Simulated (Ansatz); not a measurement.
Input file:

```
crystal:
  periodic: [false, false, false]
  atoms:
    - symbol: Al
      position_ang: [0.960814, 0.338782, -0.993303]
    - symbol: Al
      position_ang: [-0.960853, -0.339009, 0.993204]
    - symbol: "N"
      position_ang: [-1.004674, 0.336987, -0.856901]
    - symbol: "N"
      position_ang: [1.004641, -0.336638, 0.856998]
    - symbol: H
      position_ang: [-1.474869, -0.278546, -1.521773]
    - symbol: H
      position_ang: [-1.437457, 1.255500, -0.962136]
    - symbol: H
      position_ang: [1.502886, 1.838208, -1.039461]
    - symbol: H
      position_ang: [1.438440, -0.801505, -2.001238]
    - symbol: H
      position_ang: [1.437730, -1.254952, 0.962629]
    - symbol: H
      position_ang: [1.474538, 0.279303, 1.521724]
    - symbol: H
      position_ang: [-1.502338, -1.838691, 1.038548]
    - symbol: H
      position_ang: [-1.438869, 0.800572, 2.001720]
basis:
  gaussian:
    orbitals: def2-TZVPD
output:
  forces: true
  orbitals: {seedname: orbitals}
hamiltonian:
  xc: pbe0
```

Run with:

```sh
ansatz run input.yaml --threads 2 --pin off --max-ram 5220MiB --events-out events.jsonl --progress --plain --runs-dir runs
```

Geometry: PBE0-D4/def2-SVP.

Method: isolated molecule in a Gaussian basis; Kohn-Sham density functional theory, functional PBE0 (Ansatz).

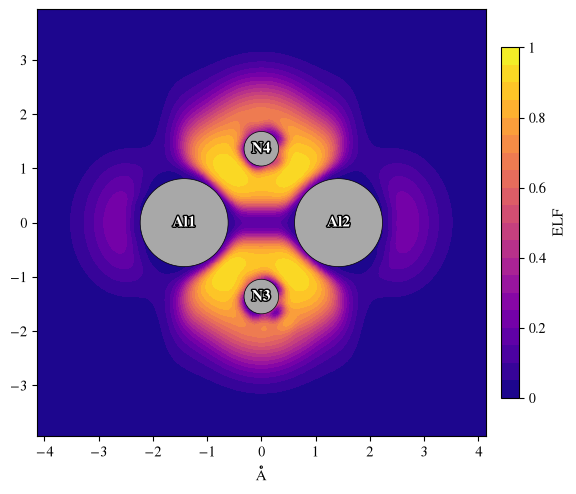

Al$_{2}$H$_{8}$N$_{2}$ (SMILES [NH2+]1[AlH2-][NH2+][AlH2-]1). Electron localisation function on the plane of atoms Al1, N4 and Al2. Grey discs cover the atomic cores.

### Interpret the plot.

Atoms in the plane: Al and N.
Al–N (1.97 Å): the ELF peaks at about 0.95 between the atoms: a polar covalent bond.
